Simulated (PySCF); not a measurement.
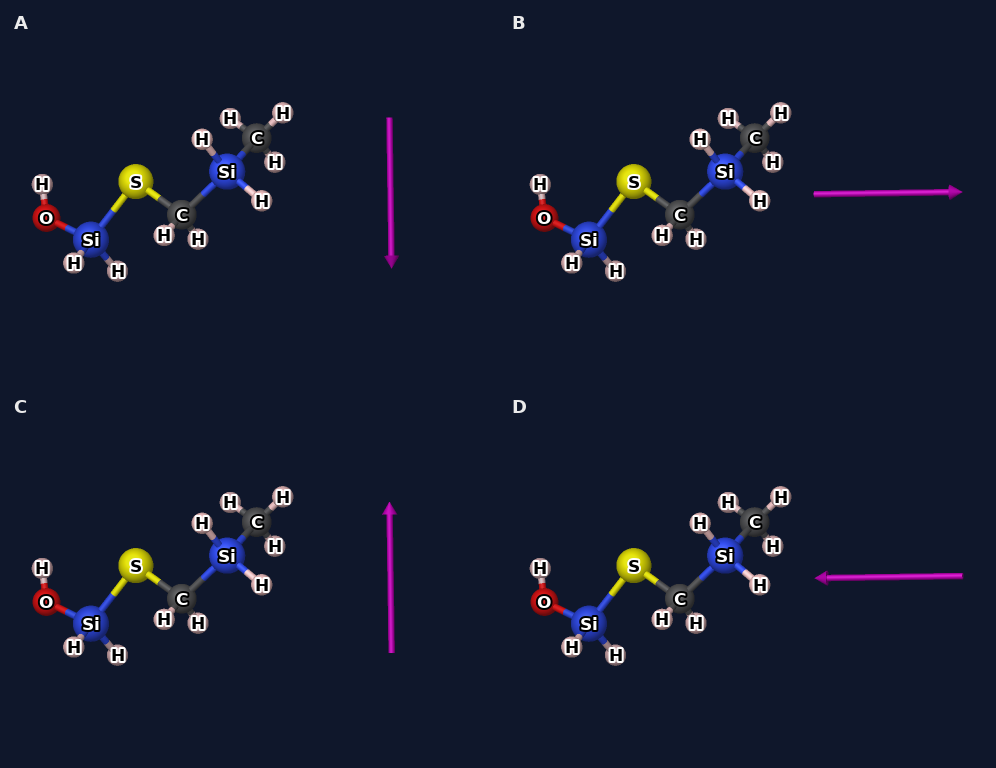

The same molecule four times, each with an arrow. The computed structure is the end point of a GFN2-xTB optimisation. No frequency run is at hand to confirm it as a minimum. Level of theory: ωB97X-D/def2-SVPD, gas phase (PySCF 2.14.0).

### Which arrow points along the dipole moment, from the negative to the positive end?

B. The dipole moment is 1.15 D.

The geometry is semi-empirical. Around Si such bond lengths and angles can be off by a tenth of an ångström or more and by several degrees, and values that hang on the shape move with them.
